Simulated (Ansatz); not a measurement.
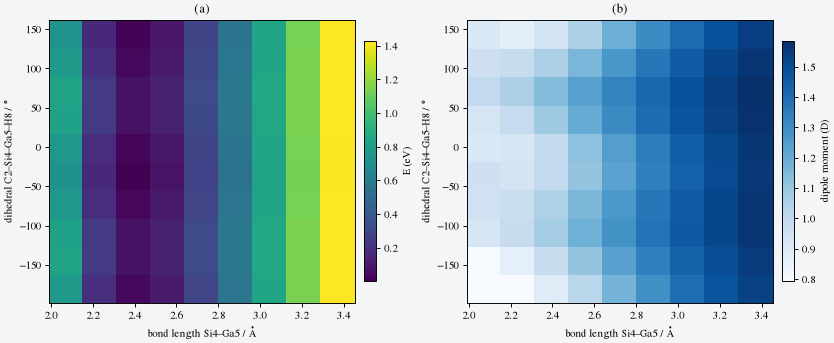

C2H4FGaSi, SMILES FC1=C[SiH]1[GaH2]. First axis: bond length Si4–Ga5. Second axis: dihedral C2–Si4–Ga5–H8. Nothing is relaxed (all other coordinates rigid). The grid has 9 × 10 points. Points are written as (first, second). Energies: eV, counted from the relaxed molecule at the same level. Computed with RKS PBE-D4/def2-SVP (Ansatz 0.2.0).

Panel (a) is the energy; panel (b) is the computed dipole moment, in D.

In the figure: one coloured cell a grid point.

### How does the dipole moment vary over the map, and what is it at the lowest grid point?

Leaving out the highest fifth of the energies, it runs from 0.79 D at (2.234 Å, −180°) to 1.51 D at (3.210 Å, 0°). At the lowest grid point, (2.397 Å, −36°), it is 1.00 D.
